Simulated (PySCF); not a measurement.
Input

```
{"job": {"kind": "nmr", "xc": "PBE0", "basis": "pcSseg-1"}, "charge": 0, "multiplicity": 1}
B     -0.421264     1.813172     0.493573
C      0.237275     0.497156     0.105837
C      1.629495     0.541973    -0.363854
C      2.200691    -0.226636    -1.282458
Si    -0.029674    -0.656359     1.675956
C     -0.542938    -0.804978    -0.122758
C     -1.987433    -0.736576    -0.565366
H      0.247269     2.763612     0.656689
H     -1.578157     1.910784     0.652164
H      2.218699     1.337547     0.077128
H      3.225028    -0.076442    -1.578566
H      1.681329    -1.015465    -1.800174
H      1.170798    -1.339340     2.128742
H     -1.012399    -0.313106     2.687714
H      0.007757    -1.524364    -0.721608
H     -2.443516    -1.724987    -0.527256
H     -2.566633    -0.067836     0.063514
H     -2.045089    -0.371835    -1.590933
```

Command:

```sh
OMP_NUM_THREADS=1 python probes_run.py task.json out
```

Geometry: GFN2-xTB.

All numbers below come from PBE0/pcSseg-1, SCF density, gas phase, non-relativistic in PySCF.

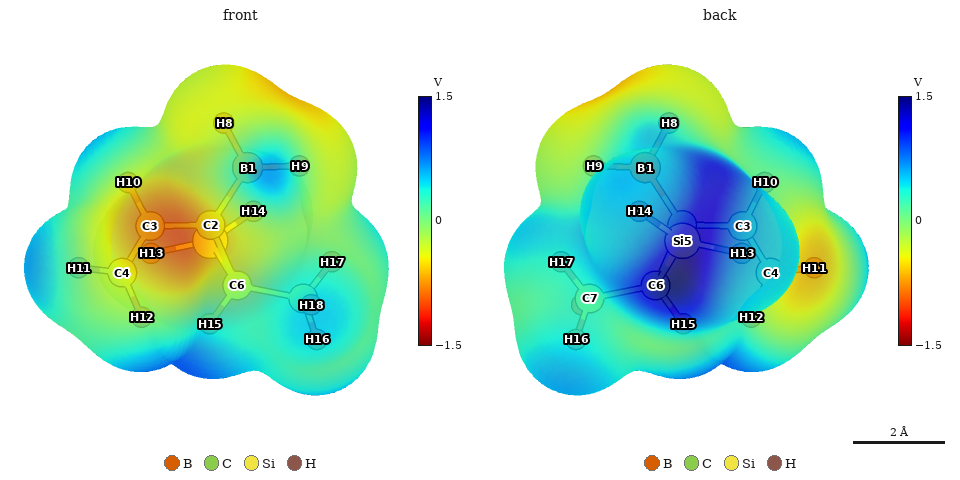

C5H11BSi. The electrostatic potential painted on the density surface at 0.002 e/bohr³, seen from the front and from behind; the colour scale runs from red (negative) to blue (positive).

Describe the electrostatic potential map.

The most negative region (about −0.9 V) lies over the π face of C3 and C4, the most positive (about +1.4 V) over Si5.

What dipole moment does the calculation give?

Its dipole moment is 1.86 D.
